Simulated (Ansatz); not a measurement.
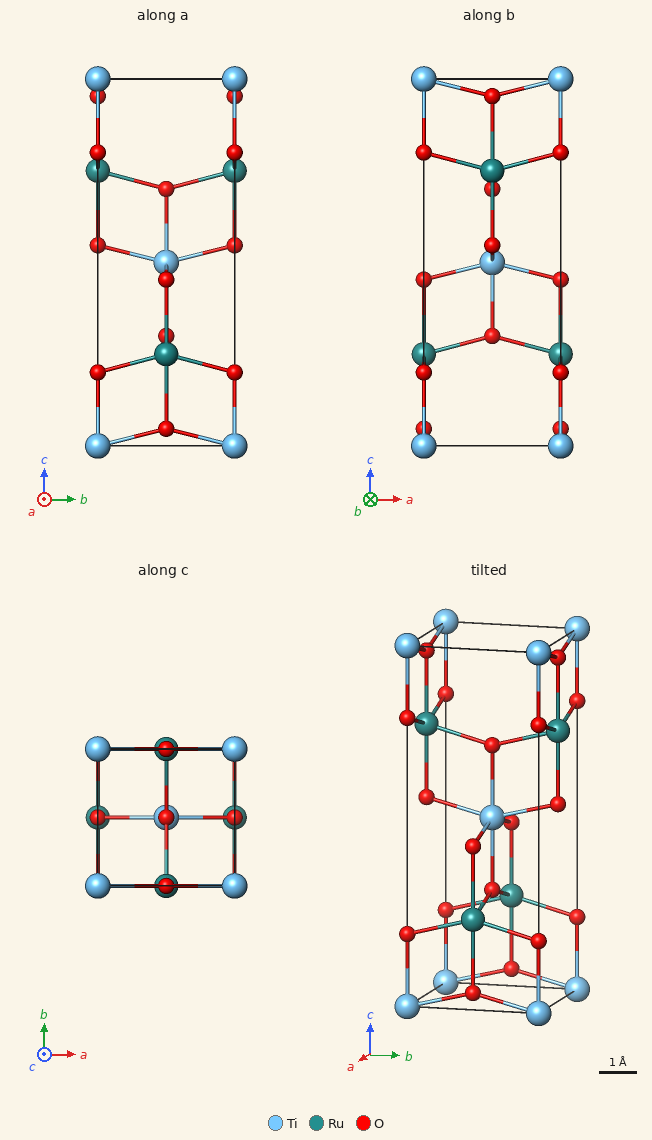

A ball-and-stick rendering, viewed along the a axis, along the b axis, along the c axis and slightly off an axis. Atoms at the boundary of the conventional unit cell (the box) are drawn once for each face, edge or corner they touch.

Lattice parameters: a = 3.7799 Å, b = 3.7799 Å, c = 10.1321 Å, α = 90.000°, β = 90.000°, γ = 90.000°.

### Transcribe the picture into a CIF in P1 with every atom of the cell, with free fractional coordinates to two decimals.

```cif
data_structure
_symmetry_space_group_name_H-M 'P 1'
_symmetry_Int_Tables_number 1
_cell_length_a 3.7799
_cell_length_b 3.7799
_cell_length_c 10.1321
_cell_angle_alpha 90.000
_cell_angle_beta 90.000
_cell_angle_gamma 90.000
_cell_volume 144.76
loop_
_atom_site_label
_atom_site_type_symbol
_atom_site_fract_x
_atom_site_fract_y
_atom_site_fract_z
_atom_site_occupancy
Ti1 Ti 0.00 0.00 0.00 1
Ru1 Ru 0.00 0.50 0.25 1
O1 O 0.00 0.50 0.45 1
O2 O 0.00 0.00 0.20 1
O3 O 0.00 0.50 0.05 1
O4 O 0.50 0.50 0.30 1
Ti2 Ti 0.50 0.50 0.50 1
Ru2 Ru 0.50 0.00 0.75 1
O5 O 0.50 0.00 0.95 1
O6 O 0.50 0.50 0.70 1
O7 O 0.50 0.00 0.55 1
O8 O 0.00 0.00 0.80 1
```

Starting structure: a structure type filled with these elements by a generator (whether the compound takes this form wasn't checked). Earlier steps of the study, as a rule a relaxation of our own, may have changed the cell and positions, so they can lie some per cent off the listed ones. Ansatz was used for an electronic-structure calculation on it.
